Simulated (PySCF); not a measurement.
## Electronic structure of FH$_{9}$OSi$_{4}$ (SMILES F[SiH2]O[SiH]([SiH3])[SiH3]) in real space

Input

```
{"job": {"kind": "uv", "xc": "wB97X-D", "basis": "def2-SVPD", "nstates": 8, "ntriplets": 3}, "charge": 0, "multiplicity": 1}
F      2.635640    -0.303127    -1.055207
Si     2.398055     0.755742     0.132269
O      0.995547     0.396791     0.807645
Si    -0.585911    -0.086732     0.780565
Si    -1.728070     1.555459    -0.392851
Si    -0.600486    -2.279976     0.029274
H      3.426954     0.523442     1.123576
H      2.319006     2.049638    -0.518396
H     -0.865490     0.001542     2.230015
H     -3.148030     1.199945    -0.499827
H     -1.687839     2.900260     0.198935
H     -1.239627     1.724969    -1.768008
H     -0.141100    -2.418891    -1.357249
H     -1.980727    -2.784422     0.059248
H      0.197664    -3.226649     0.819543
```

Command:

```sh
OMP_NUM_THREADS=1 python probes_run.py task.json out
```

Geometry: GFN2-xTB.

These are results of PySCF, wB97X-D/def2-SVPD, SCF density, gas phase, not measurements.

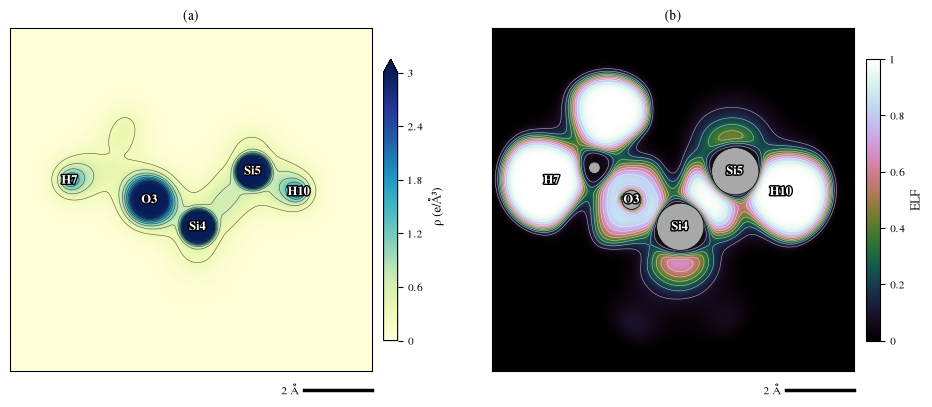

Figure 1. (a) electron density; (b) electron localisation function on the plane of atoms Si4, Si5 and H10. Grey discs cover the atomic cores in the ELF map.

What does the map show?

Answer. The section cuts through O, Si and H sites.
Si–Si (2.32 Å): the density is about 0.68 e/Å³ at the midpoint; the ELF peaks at about 1 between the atoms: localised, covalent bonding.
Si–H (1.47 Å): ρ at the midpoint is about 0.77 e/Å³; the ELF climbs to about 1 towards the hydrogen, as it does in any bond to H.
Si–O (1.65 Å): ρ at the midpoint is about 1 e/Å³; the ELF peaks at about 0.85 between the atoms (a polar covalent bond).
The ELF also peaks beside O3, away from the bonds: lone-pair regions.

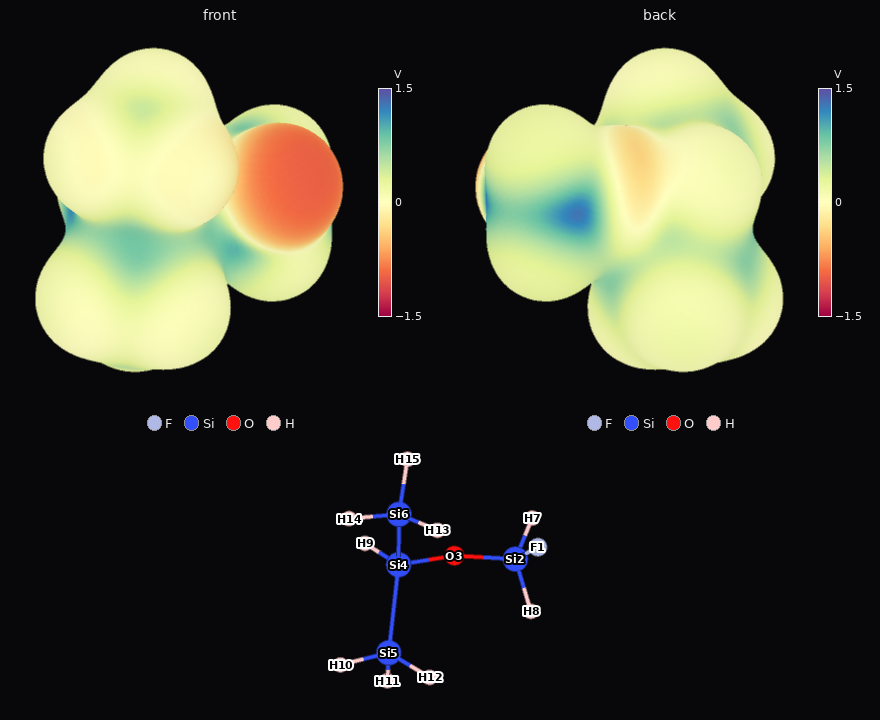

Figure 2. The electrostatic potential painted on the density surface at 0.001 e/bohr³, seen from the front and from behind; red is negative and blue positive. The bare structure is drawn below in the same view.

Where is the surface potential most negative and most positive?

Answer. The most negative region (about −1.0 V) lies over F1, the most positive (about +1.2 V) over Si2.
